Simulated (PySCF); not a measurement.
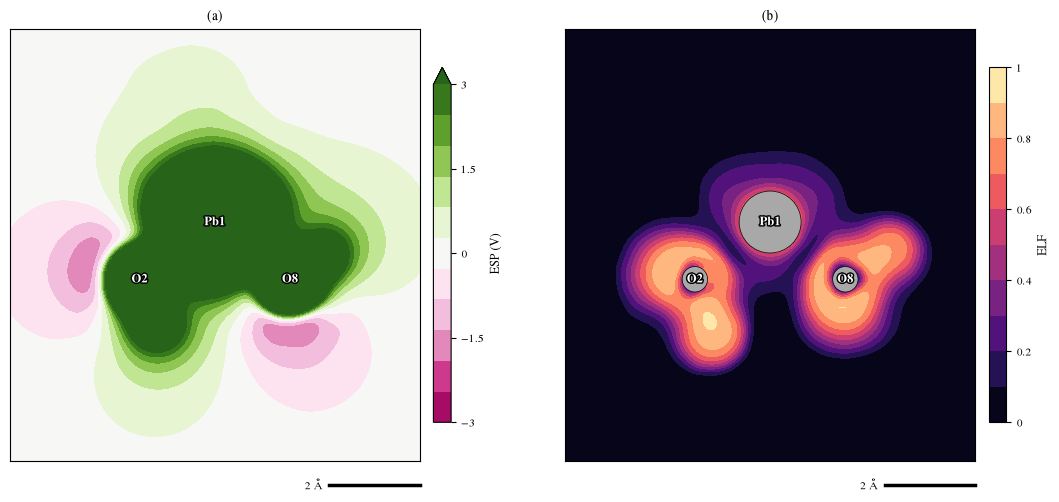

The picture shows: H4O4Pb (Pb(OH)4). (a) molecular electrostatic potential; (b) ELF on the plane of atoms O2, Pb1 and O8. Grey discs cover the atomic cores in the ELF map.

Core potentials replace the inner electrons of Pb.

Level of theory: RKS r2SCAN, Pb def2-SVP with ECP60, O def2-SVP, H def2-SVP; non-relativistic Hamiltonian with scalar-relativistic core potentials where named; density fitting (PySCF).

Input

```
mol = gto.M(atom='''
Pb     0.04509     0.40026     0.00099
O      0.02583    -1.10932     1.45420
H     -0.54893    -0.79021     2.17034
O      0.30077    -0.59675    -1.82311
H     -0.01581    -1.50577    -1.68797
O      1.57002     1.83563     0.05870
H      2.28404     1.50068    -0.50941
O     -1.72340     1.48385     0.29732
H     -1.52536     2.39968     0.03896''',
    basis={'Pb': 'def2-SVP', 'O': 'def2-SVP', 'H': 'def2-SVP'},
    ecp={'Pb': 'def2-SVP'},
    charge=0, spin=0)
mf = dft.RKS(mol, xc='R2SCAN')
mf.grids.atom_grid = (75, 302)  # f atoms: at least (60, 302), unpruned
mf = mf.density_fit()  # Pb def2-universal-JKFIT, O def2-universal-JKFIT, H def2-universal-JKFIT
mf.conv_tol = 1e-09; mf.max_cycle = 55
mf.kernel(dm0)
```

Run with:

```sh
OMP_NUM_THREADS=2 python run.py
```

Question: Read the bonding off the picture.

Answer: Atoms in the plane: Pb and O. Pb–O (2.10 Å): the ELF peaks at about 0.80 in the valence shell of O, 0.6 Å from its nucleus, and drops to about 0.15 between the two atoms. The ELF also peaks beside O8 and O2, away from the bonds: lone-pair regions. Outside the dense part of the molecule the potential is most negative (−1.8 V) near O2 and O8.
